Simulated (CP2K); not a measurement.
Consider acetylallene at its PBE geometry (Å).

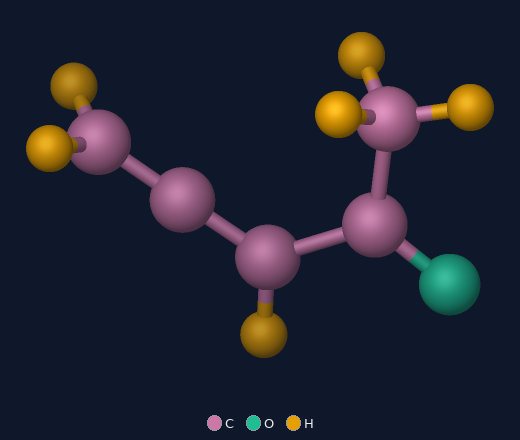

The molecule (carbon pink, oxygen teal, hydrogen orange).

```xyz
12

C     2.1520    0.7047   -0.4649
C     1.1653   -0.1455   -0.5665
C     0.1629   -0.9956   -0.6596
C    -1.1630   -0.8080   -0.0037
C    -1.3908    0.4337    0.8312
O    -2.0371   -1.6613   -0.1567
H     2.2704    1.5219   -1.1795
H     2.8920    0.6199    0.3335
H     0.2641   -1.9118   -1.2462
H    -2.4062    0.4165    1.2379
H    -0.6610    0.4871    1.6517
H    -1.2487    1.3384    0.2227
```

Method: CP2K XAS_TDP, all-electron GAPW, PBEh(45%), aug-cc-pVDZ, TDA, no relativity.

Question: Predict the bright core excitations at the C K edge.

Leading lines: C1 281.56 eV, C2 281.20 eV, C3 281.28 eV, C4 281.95 eV and C5 284.61 eV. The leading line of an atom is its first one with 35 % of the strongest within 2.5 eV of its lowest line over the strength cut. 

The first six lines of each atom with a strength over 0.0015:

```tsv
atom	energy (eV)	states	strength, one atom
C1 (bonded to C and 2 H)	281.56	1	0.0479
	284.52	1	0.0037
	285.32	1	0.0169
	285.81	1	0.0033
	285.90	1	0.0049
	286.78	1	0.0022
C2 (bonded to 2 C)	281.20	1	0.0571
	281.86	1	0.0564
	286.29	1	0.0019
	288.15	1	0.0015
	289.39	1	0.0015
	289.63	1	0.0029
C3 (bonded to 2 C and H)	281.28	1	0.0310
	283.43	1	0.0024
	284.34	1	0.0221
	284.90	1	0.0021
	285.61	1	0.0081
	285.90	1	0.0029
C4 (bonded to 2 C and O)	281.95	1	0.0644
	286.48	1	0.0082
	286.90	1	0.0103
	288.36	1	0.0053
	288.67	1	0.0030
	289.13	1	0.0017
C5 (bonded to C and 3 H)	283.93	1	0.0049
	284.32	1	0.0019
	284.61	1	0.0190
	284.87	1	0.0181
	285.38	1	0.0070
	285.62	1	0.0023
```

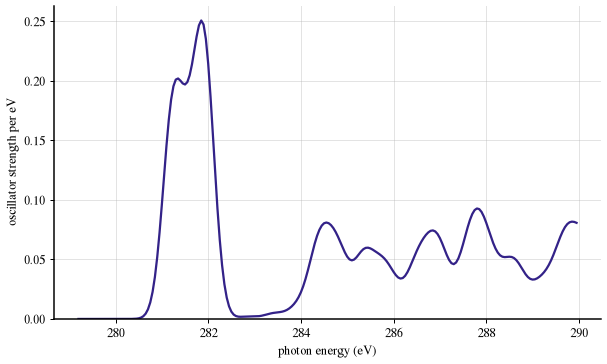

All atoms added, broadened by 0.5 eV.

Lines are vertical, at one geometry, with no vibrational structure. Without a correction of the core level, line positions, and the gaps between valence and Rydberg lines, follow the share of exact exchange. At this level such K lines come out 3 to 6 eV under measured ones. These values hold no scalar relativity, about 0.1 eV for C 1s. Rydberg lines, and the discretised continuum above threshold, depend on the basis and the box.

[Banner, clock and machine lines of the logs are left out without a mark of their own.]

[Logs are printed without paths, hosts, clocks, repeated set-up lines and the standing remarks that a program may print on its own settings, such as how far it seeks lower states.]

[Hosts, paths, dates, database ids (printed as entryN), source tags and the programs' standing remarks are cut or masked in the printed files.]
